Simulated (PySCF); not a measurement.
# C$_{7}$H$_{11}$S: EPR calculation

System: C$_{7}$H$_{11}$S, multiplicity 2.
Method: UKS B3LYP, pcH-1 on C H S, non-relativistic, mean-field spin-orbit, GIAO (PySCF 2.14.0).

It belongs to a series of runs on one base structure; here: H removed from sp2 C.

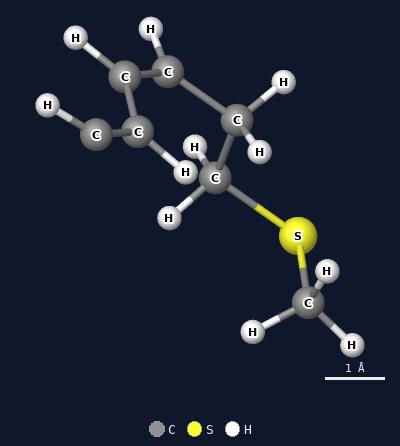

The input geometry (ball-and-stick view, seen at a tilt).

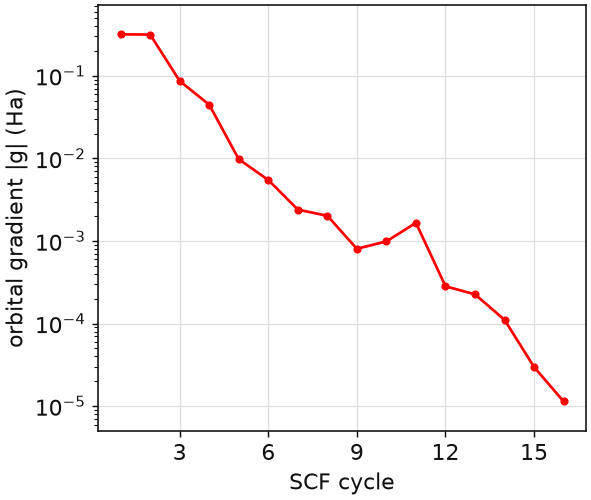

Convergence of the self-consistent field: orbital gradient |g| against the SCF cycle. All cycles printed in the log are drawn one after another.

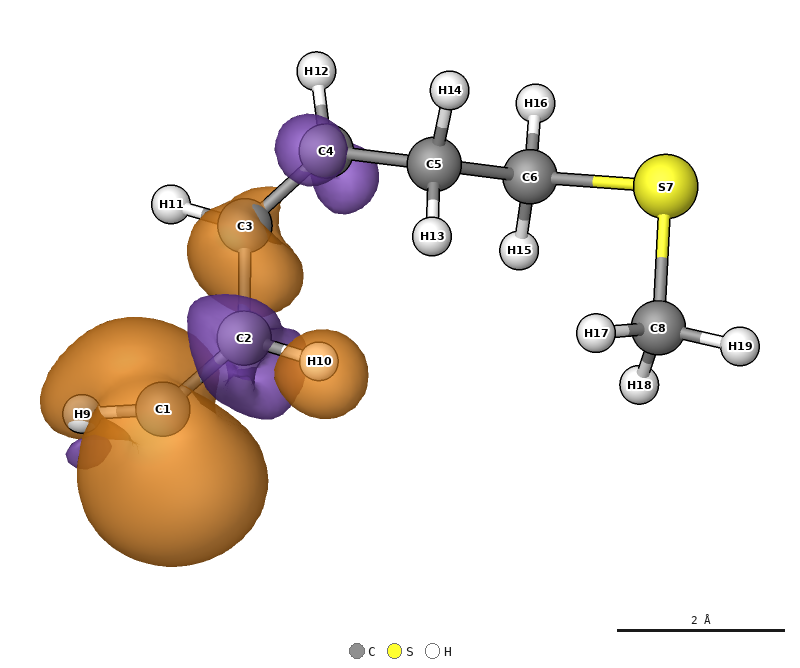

Isosurfaces of the spin density (α minus β) at +0.015 (orange) and −0.015 e/Å³ (purple), seen at a tilt. The unpaired spin (1 electron) lies mostly on C1 (about 0.8) and H9 (about 0.1), in electrons by Hirshfeld's partition.

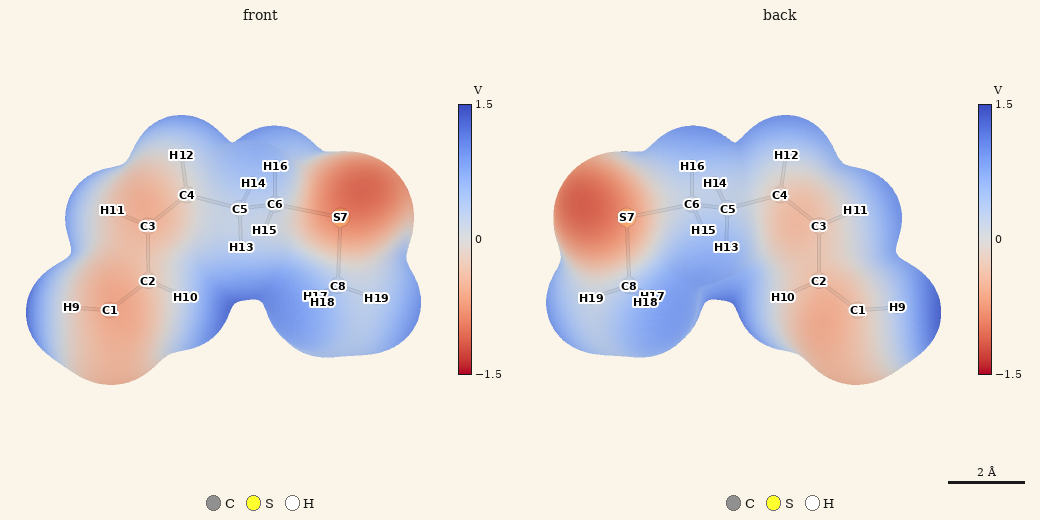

The electrostatic potential painted on the density surface at 0.002 e/bohr³, seen face on and from behind; the colour scale runs from red (negative) to blue (positive).

These pictures come from the run below.

Input file:
```
{"job": {"kind": "epr", "basis": "pcH-1"}, "charge": 0, "multiplicity": 2}
C      3.180372     0.956758    -1.364507
C      2.176144     0.634883    -0.604434
C      2.183957    -0.431469     0.401226
C      1.176092    -0.752226     1.210067
C     -0.176762    -0.119728     1.270560
C     -1.221791    -1.057796     0.667974
S     -2.914950    -0.393238     0.778444
C     -2.841662     0.881254    -0.512182
H      4.187296     0.650232    -1.530435
H      1.241624     1.176509    -0.701019
H      3.112454    -0.982174     0.467803
H      1.314379    -1.577058     1.898550
H     -0.187185     0.833297     0.741695
H     -0.441422     0.070650     2.313857
H     -1.010733    -1.263950    -0.382237
H     -1.253070    -1.999905     1.215037
H     -2.168099     1.679400    -0.213977
H     -2.518588     0.431056    -1.446841
H     -3.847862     1.272755    -0.616478
```

The first line tells a small driver script what to run in PySCF; the rest is the geometry in Å.

Command:
```bash
OMP_NUM_THREADS=1 python <driver script> task.json out
```

The program's output:
```
UKS, coarse grid
  cycle   1  E = -671.41054747  |g| = 3.18e-01
  cycle   2  E = -671.41117247  |g| = 3.16e-01
  cycle   3  E = -671.46068914  |g| = 8.66e-02
  cycle   4  E = -671.46383594  |g| = 4.47e-02
  cycle   5  E = -671.46492890  |g| = 9.78e-03
  cycle   6  E = -671.46499850  |g| = 5.48e-03
  cycle   7  E = -671.46502919  |g| = 2.40e-03
  cycle   8  E = -671.46504267  |g| = 2.02e-03
  cycle   9  E = -671.46505241  |g| = 8.05e-04
UKS, final grid
  cycle   1  E = -671.46504388  |g| = 9.90e-04
  cycle   2  E = -671.46504353  |g| = 1.66e-03
  cycle   3  E = -671.46504501  |g| = 2.83e-04
  cycle   4  E = -671.46504521  |g| = 2.26e-04
  cycle   5  E = -671.46504544  |g| = 1.11e-04
  cycle   6  E = -671.46504545  |g| = 2.98e-05
  cycle   7  E = -671.46504545  |g| = 1.14e-05
E = -671.46504545 Eh   <S^2> = 0.7636 (exact 0.7500)
g shifts (ppm)      1          2          3
  rmc          -149       -149       -149
  gc             30          7        -25
  oz_so        -370        -53        575
  total        -488       -195        402
hyperfine (MHz)  atom isotope    a_iso     a_fc   dipolar eigenvalues
    0   13C     335.26     335.39    -84.54    -57.45    141.99
    1   13C     -10.75     -10.75    -19.97      3.02     16.95
    2   13C      89.43      89.45     -8.65     -1.56     10.21
    3   13C       1.72       1.71    -10.24      3.13      7.10
    4   13C       1.45       1.45     -0.51     -0.03      0.55
    5   13C      -4.07      -4.07     -0.40      0.06      0.34
    6   33S       0.03       0.03     -0.21      0.10      0.11
    7   13C       0.01       0.01     -0.09     -0.09      0.18
    8    1H      40.05      40.05    -32.90     -7.99     40.89
    9    1H     114.93     114.93     -6.96     -5.73     12.69
   10    1H      -6.68      -6.68     -5.23     -1.94      7.16
   11    1H      12.20      12.20     -1.31     -1.19      2.49
   12    1H       1.09       1.10     -1.56     -1.30      2.86
   13    1H      -2.89      -2.89     -0.61     -0.41      1.02
   14    1H       0.14       0.14     -0.85     -0.55      1.40
   15    1H       0.13       0.13     -0.31     -0.23      0.54
   16    1H      -0.03      -0.03     -0.52     -0.50      1.02
   17    1H       0.02       0.02     -0.45     -0.42      0.87
   18    1H      -0.06      -0.06     -0.24     -0.22      0.46
```

Results in brief:

```csv
quantity,value
outcome,converged
total energy,−671.465045 hartree
⟨S²⟩,0.764
isotropic g,2.0022
hardware,"1 CPU thread, shared host"
wall time,1.8 min
peak memory,1.1 GiB
```
